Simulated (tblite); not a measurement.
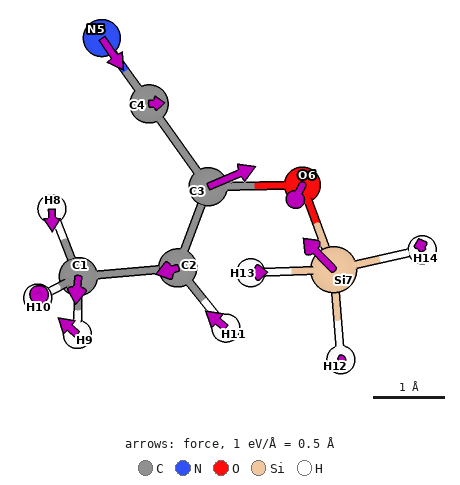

Starting geometry of C4H7NOSi with the computed forces as purple arrows. The picture is a ball-and-stick view, seen at a tilt.

These are results of GFN2-xTB geometry optimisation, gas phase (tblite 0.8.0), not measurements. 

Q: Is this structure relaxed? If not, where do the atoms go?

A: It isn't relaxed: the largest force vector, on O6, is 1.87 eV/Å. The final displacements have little in common with the starting forces (cosine between the two patterns 0.28). Over 117 geometry steps the energy falls by 71.0 kJ/mol. The largest move after the best rigid fit is that of H13, 0.97 Å. By element the largest moves are H 0.97 Å, N 0.76 Å, O 0.63 Å, C 0.44 Å, Si 0.17 Å. Some distances before and after: O6–Si7 1.759 → 1.629 Å, C3–O6 1.397 → 1.350 Å, Si7–H13 1.497 → 1.464 Å, C1–H10 1.120 → 1.090 Å. Bond angles that change, for instance: C3–O6–Si7 115.0° → 133.1°, O6–Si7–H14 113.6° → 98.6°, C2–C3–O6 115.6° → 125.5°. Groups turn about C3–O6 by about 55°, C1–C2 by about 35°.
